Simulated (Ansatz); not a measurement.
## Electronic structure of C2H9BrSi2 in real space

The calculation's input:

```
basis:
  gaussian:
    orbitals: def2-SVPD
crystal:
  periodic: [false, false, false]
  atoms:
    - symbol: C
      position_ang: [-0.216066, -0.253485, 1.259804]
    - symbol: C
      position_ang: [-0.571794, 1.358858, -1.371724]
    - symbol: Br
      position_ang: [1.354509, 2.695171, 1.032004]
    - symbol: Si
      position_ang: [-0.433726, 1.437042, 0.494909]
    - symbol: Si
      position_ang: [0.961475, 0.815999, -2.331717]
    - symbol: H
      position_ang: [-0.131391, -0.177709, 2.354877]
    - symbol: H
      position_ang: [0.690568, -0.749356, 0.879791]
    - symbol: H
      position_ang: [-1.084040, -0.893120, 1.026505]
    - symbol: H
      position_ang: [-1.619591, 2.129301, 1.079173]
    - symbol: H
      position_ang: [-1.398500, 0.660441, -1.604603]
    - symbol: H
      position_ang: [-0.883942, 2.348712, -1.750301]
    - symbol: H
      position_ang: [1.544020, -0.423389, -1.731030]
    - symbol: H
      position_ang: [1.997780, 1.887354, -2.327015]
    - symbol: H
      position_ang: [0.588777, 0.514150, -3.747818]
hamiltonian:
  xc: pbe0
output: {forces: true, orbitals: {seedname: orbitals}}
```

Command:

```sh
ansatz run input.yaml --threads 2 --pin off --max-ram 5220MiB --events-out events.jsonl --progress --plain --runs-dir runs
```

Geometry: r2SCAN-D4/def2-SVP.

Computed with isolated molecule in a Gaussian basis; Kohn-Sham density functional theory, functional PBE0 in Ansatz.

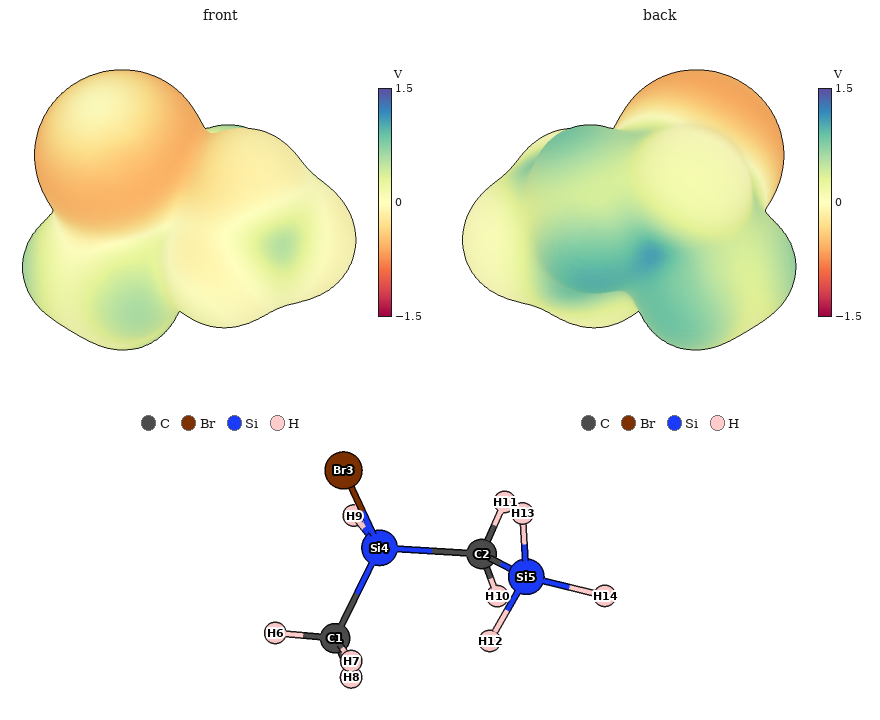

Figure 1. The electrostatic potential painted on the density surface at 0.001 e/bohr³, seen from the front and from behind; the colour scale runs from red (negative) to blue (positive). The bare structure is drawn below in the same view.

**Where is the surface potential most negative and most positive?**

The most negative region (about −0.6 V, or −14 kcal/mol for a unit charge) lies over Br3, the most positive (about +1.0 V, or +23 kcal/mol for a unit charge) over Si4 and H10.

**How polar is the molecule by this calculation?**

Its dipole moment is 2.30 D.

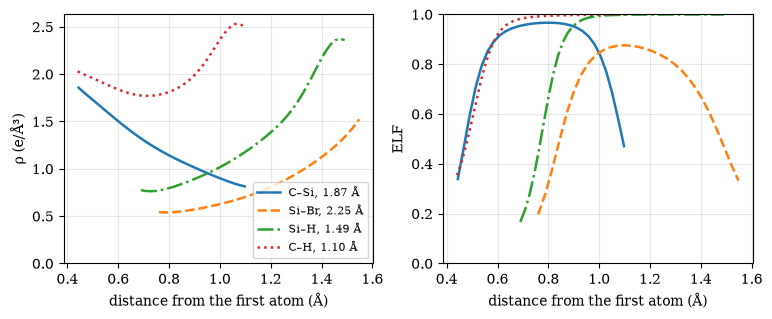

Figure 2. Total electron density and ELF along straight lines between neighbouring atoms. The curves leave out the atomic cores.

**What can be read from the curves?**

C–Si (1.87 Å): ρ is about 0.97 e/Å³ halfway; the ELF peaks at about 0.95 between the atoms (a covalent bond).
Si–Br (2.25 Å): the density is about 0.73 e/Å³ at the midpoint, with its minimum of 0.54 e/Å³ about 0.8 Å from Si; the ELF peaks at about 0.90 between the atoms; a polar covalent bond.
Si–H (1.49 Å): ρ is about 0.77 e/Å³ halfway; the ELF climbs to about 1 towards the hydrogen, as it does in any bond to H.
C–H (1.10 Å): the density is about 1.9 e/Å³ at the midpoint; the ELF climbs to about 1 towards the hydrogen; a covalent bond by its length.
